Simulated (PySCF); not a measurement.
```xyz
17

C    -1.9805   -1.5384   -0.0309
O    -0.7667   -1.1096    0.5640
P     0.0054    0.0870   -0.1495
O     0.0291    0.0568   -1.6105
O    -0.6870    1.3849    0.4749
C    -0.5905    2.6068   -0.2359
O     1.4012    0.0263    0.5672
Si    2.5651   -1.1301    0.5326
H    -1.9098   -1.4729   -1.1183
H    -2.1356   -2.5728    0.2747
H    -2.8114   -0.9222    0.3171
H    -0.4887    2.4118   -1.3048
H    -1.5057    3.1660   -0.0410
H     0.2721    3.1767    0.1137
H     2.9396   -1.4321   -0.8481
H     3.5871   -0.3981    1.2741
H     2.0694   -2.3280    1.2106
```

Geometry: GFN2-xTB.

The calculation used PBE0/pcSseg-1, SCF density, gas phase, non-relativistic in PySCF 2.14.0.

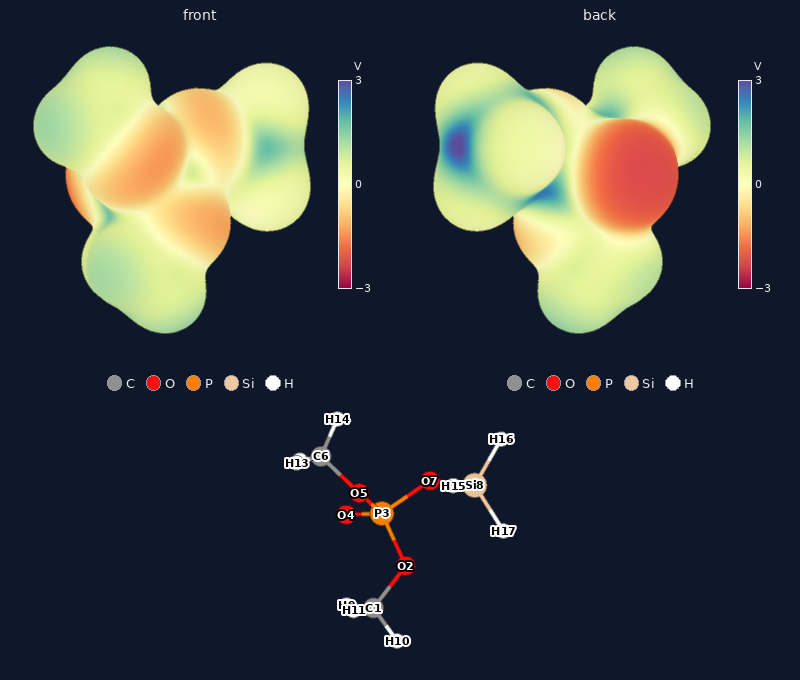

C$_{2}$H$_{9}$O$_{4}$PSi. The electrostatic potential painted on the density surface at 0.004 e/bohr³, seen from the front and from behind; the colour scale runs from red (negative) to blue (positive). The bare structure is drawn below in the same view.

Where is the surface potential most negative and most positive?

Answer. The most negative region (about −2.2 V) lies over O4, the most positive (about +2.6 V) over Si8. O4 is the likeliest acceptor of a hydrogen bond.
